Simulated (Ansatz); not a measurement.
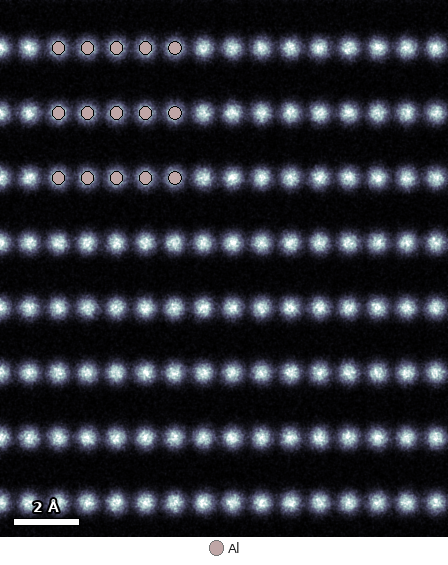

Z-contrast image of Al (Fm-3m, No. 225) along [210]. The image is simulated as a sum over atoms of Z^1.8, blurred by a 0.50 Å probe (no channelling). Shot noise was added. Structure used: a calculation's starting geometry.

Coloured dots in one corner mark the columns of the model.

Interpret the image.

Answer. The columns repeat on a rectangular net of 0.91 × 2.03 Å (plane group p2mm). All columns are alike (Al). The shortest distance between visible columns is 0.91 Å in projection. Along the beam the structure repeats every 9.08 Å.
